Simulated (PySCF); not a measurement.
# Excited-state calculation, with input and output: C6H12OSi2

The run: excited-state calculation of C6H12OSi2. Method and program: TDDFT CAM-B3LYP/def2-SVPD, vertical, gas phase, core orbitals frozen in the response (PySCF 2.14.0).

The geometry comes from this level: PBE0-D3(BJ)/def2-SVP. It belongs to a series of runs on one base structure; here: constitutional isomer.

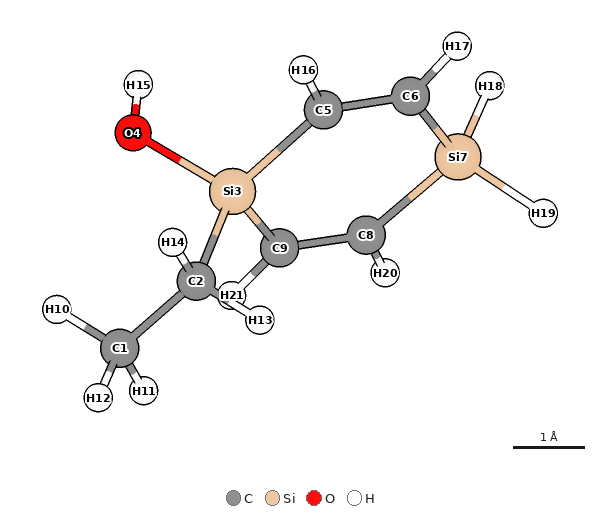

Fig. 1: The structure (ball-and-stick view, seen at a tilt; atoms are numbered from 1 in the order of the input).

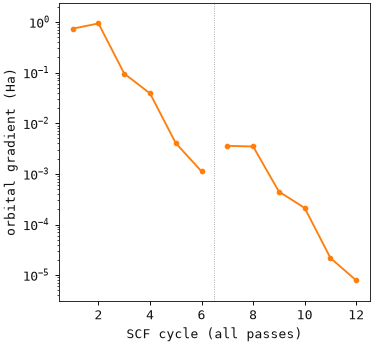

Fig. 2: Convergence of the self-consistent field: orbital gradient against the SCF cycle. The dotted line marks the change from a coarse to the final integration grid. The first 6 cycles use a coarse grid, the final grid takes over at cycle 7, and the field converges after 12 cycles in all.

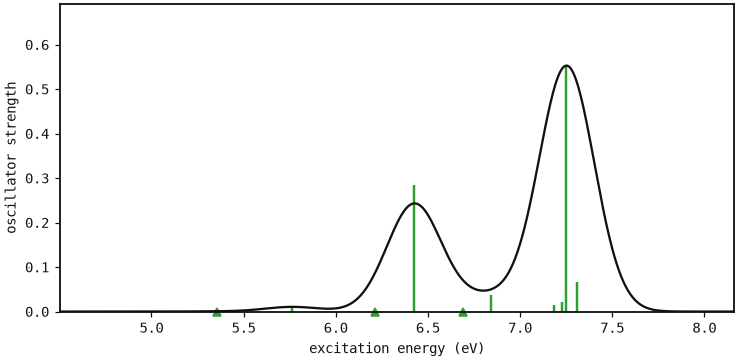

Fig. 3: Computed excitations as sticks (degenerate states added up, dark ones marked on the axis), with a Gaussian envelope of 0.35 eV full width at half maximum, scaled to the tallest. Of the 10 states the lowest lies at 5.36 eV (f = 0.001); the strongest line is at 7.25 eV, or 171 nm (f = 0.553).

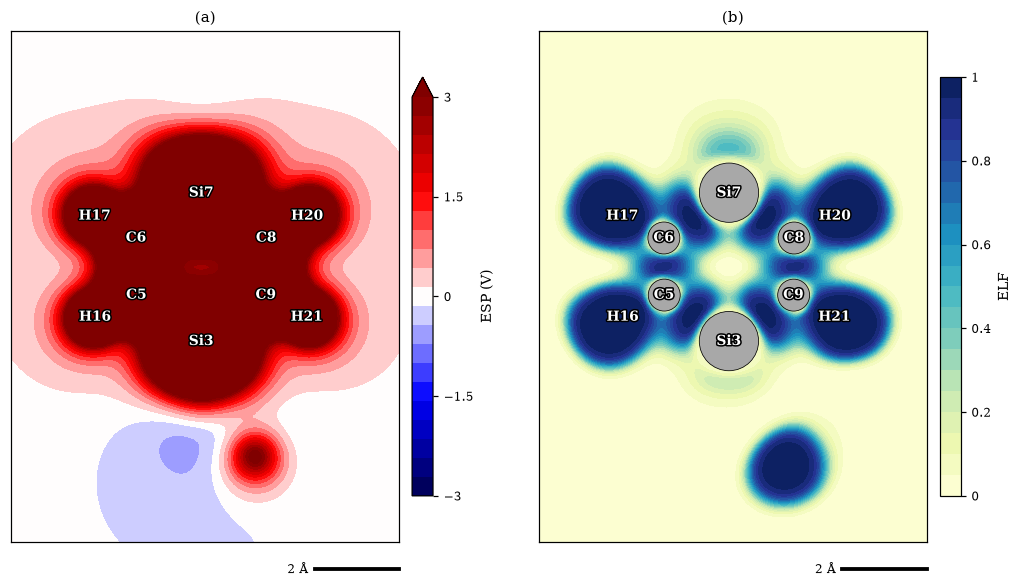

Fig. 4: (a) molecular electrostatic potential; (b) ELF on the plane of atoms C5, C6 and Si7. Grey discs, where drawn, cover atomic cores. The section cuts through Si, C and H sites. C–C (1.35 Å): the ELF peaks at about 0.95 between the atoms (a multiple bond by its length, whose ELF region spreads away from the axis).

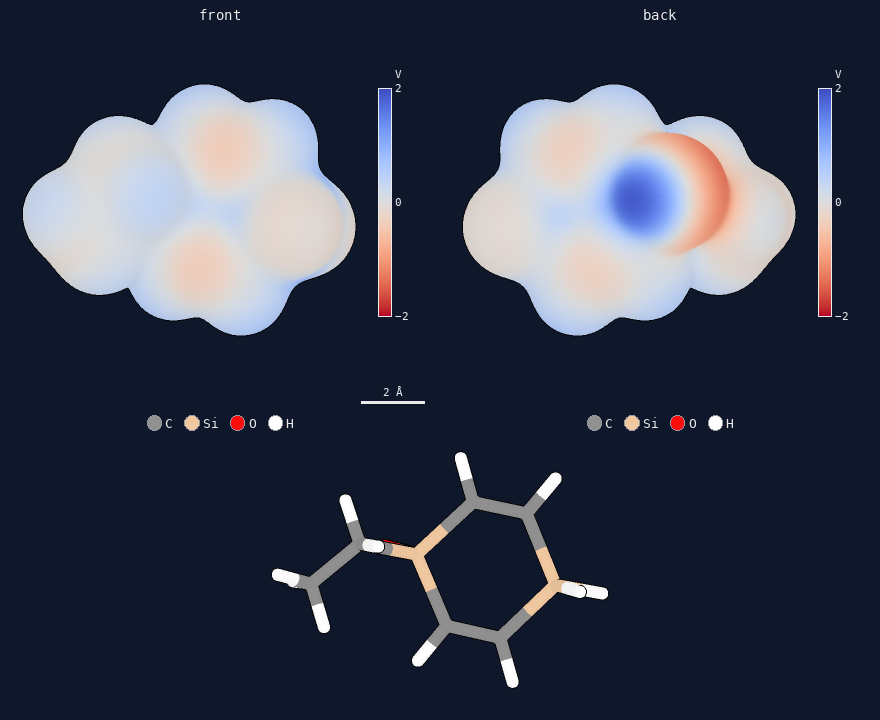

Fig. 5: The electrostatic potential painted on the density surface at 0.001 e/bohr³, seen face on and from behind; red is negative and blue positive. The bare structure is drawn below in the same view. Its dipole moment is 0.66 D.

The input and output of the run follow.

### The input
```
{"job": {"kind": "uv", "xc": "CAM-B3LYP", "basis": "def2-SVPD", "ip": true}, "charge": 0, "multiplicity": 1}
C     -3.061142     0.285696     0.070489
C     -1.755957     1.076945     0.029922
Si    -0.332855     0.166230    -0.773126
O     -0.877088    -0.168020    -2.325226
C      1.204316     1.234854    -0.831186
C      2.394023     0.935715    -0.273254
Si     2.750015    -0.634264     0.682284
C      1.243711    -1.746517     0.689801
C      0.061168    -1.430804     0.125660
H     -3.370155    -0.020141    -0.940645
H     -2.960831    -0.630147     0.674343
H     -3.882536     0.874733     0.507896
H     -1.440420     1.371717     1.045965
H     -1.893875     2.019854    -0.528574
H     -0.272741    -0.669166    -2.880371
H      1.117210     2.190767    -1.371435
H      3.218917     1.656657    -0.379134
H      3.914022    -1.352448     0.069591
H      3.151726    -0.300746     2.086892
H      1.342253    -2.721351     1.191122
H     -0.750697    -2.172164     0.191549
```

The first line tells a small driver script what to run in PySCF; the rest is the geometry in Å.

Run as:
```bash
OMP_NUM_THREADS=1 python <driver script> task.json out
```

### The program's output
```
coarse grid: 18296 points
cycle   1  E = -889.2951892396  dE =  9.519e-01  |g| = 7.393e-01  |ddm| = 7.174e+00
cycle   2  E = -889.2465264571  dE =  4.866e-02  |g| = 9.360e-01  |ddm| = 2.732e+00
cycle   3  E = -889.4119805121  dE = -1.655e-01  |g| = 9.578e-02  |ddm| = 1.347e+00
cycle   4  E = -889.4137769932  dE = -1.796e-03  |g| = 3.885e-02  |ddm| = 2.245e-01
cycle   5  E = -889.4141836285  dE = -4.066e-04  |g| = 4.041e-03  |ddm| = 7.187e-02
cycle   6  E = -889.4141883170  dE = -4.689e-06  |g| = 1.119e-03  |ddm| = 1.642e-02
final grid: 166776 points
cycle   7  E = -889.5552809534  dE = -3.459e-05  |g| = 3.581e-03  |ddm| = 9.053e-02
cycle   8  E = -889.5552813364  dE = -3.830e-07  |g| = 3.476e-03  |ddm| = 1.456e-02
cycle   9  E = -889.5552845583  dE = -3.222e-06  |g| = 4.475e-04  |ddm| = 5.619e-03
cycle  10  E = -889.5552845991  dE = -4.078e-08  |g| = 2.122e-04  |ddm| = 9.438e-04
cycle  11  E = -889.5552846111  dE = -1.205e-08  |g| = 2.181e-05  |ddm| = 3.802e-04
cycle  12  E = -889.5552846113  dE = -1.753e-10  |g| = 7.861e-06  |ddm| = 9.013e-05
converged SCF energy = -889.5552846113

Static polarisability (au): isotropic 123.091, principal 97.051 113.386 158.835

Singlet excitations
state   eV       nm        f      main configurations
  1   5.3581    231.4   0.00057   H->L 0.82
  2   5.7646    215.1   0.01236   H->L+1 0.67, H-3->L 0.10
  3   6.2119    199.6   0.00079   H-2->L 0.71, H-1->L+1 0.15
  4   6.4269    192.9   0.28371   H-1->L 0.83
  5   6.6880    185.4   0.00179   H-1->L+1 0.77, H-2->L 0.17
  6   6.8449    181.1   0.03644   H-3->L 0.76, H->L+1 0.14
  7   7.1836    172.6   0.01373   H->L+2 0.29, H-5->L 0.22, H-3->L+1 0.14
  8   7.2279    171.5   0.02085   H-3->L+1 0.53, H->L+2 0.25
  9   7.2489    171.0   0.55286   H-2->L+1 0.63
 10   7.3075    169.7   0.06609   H-1->L+2 0.59, H-2->L+1 0.09

Triplet excitations (Tamm-Dancoff, eV): 4.0070 4.0170 4.8999 5.1595
Vertical electron affinity (delta-SCF) = -0.5437 eV
```

### Key numbers

```tsv
quantity	value
outcome	converged
total energy	−889.555285 hartree
HOMO	−9.03 eV
LUMO	−0.02 eV
dipole moment	0.66 D
mean polarisability	123.09 a.u.
vertical electron affinity	−0.54 eV
lowest singlet excitation	5.36 eV
hardware	1 CPU thread, shared host
wall time	28 min
peak memory	1.6 GiB
```

### Remarks

Checks after the run noted: ip_vertical: SCF of the ion did not converge.
